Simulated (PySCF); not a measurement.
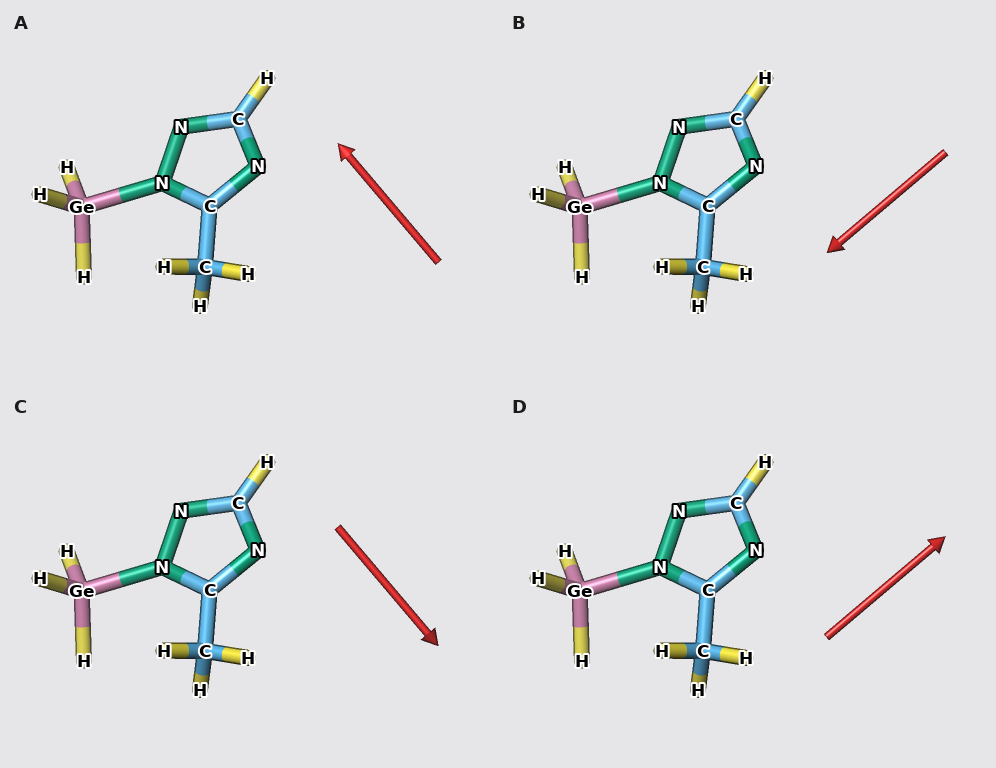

The same molecule four times, each with an arrow. The computed structure is the end point of a GFN2-xTB optimisation. No frequency run is at hand to confirm it as a minimum. Level of theory: B3LYP/pcJ-1 (pcSseg-1 on Ge), gas phase (PySCF 2.14.0).

### Which arrow points along the dipole moment, from the negative to the positive end?

B. The dipole moment is 3.36 D.

The geometry is semi-empirical. Around Ge such bond lengths and angles can be off by a tenth of an ångström or more and by several degrees, and values that hang on the shape move with them.
